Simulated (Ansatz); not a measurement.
Base system: ZnO in the wurtzite structure (space group P6_3mc, No. 186; a = 3.1869 Å, c = 5.1526 Å). Axes: x lies along a and z along c of the hexagonal cell.

Perturbation: the cell is stretched by 0.60 % along x with no lateral relaxation, atoms relaxed at fixed cell.

All numbers come from Ansatz (a first-principles code) LDA, no SOC.

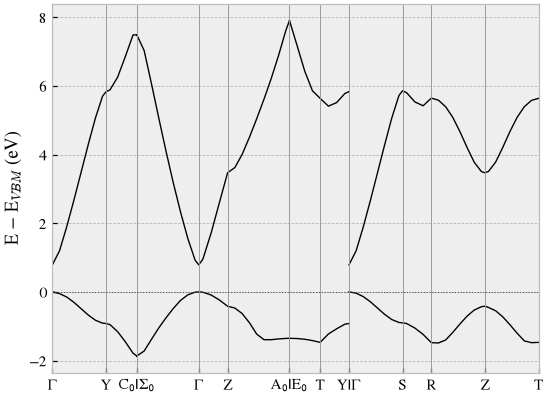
Figure: Highest valence and lowest conduction band along the path of the changed cell's own zone

Task: Read the changed gap and its character from the plot.

Result: About 0.8 eV, direct at Γ.

The cells carry an imposed strain or load. No phonon test of stability was made. Labels are those of the standard path for the cell's own space group.
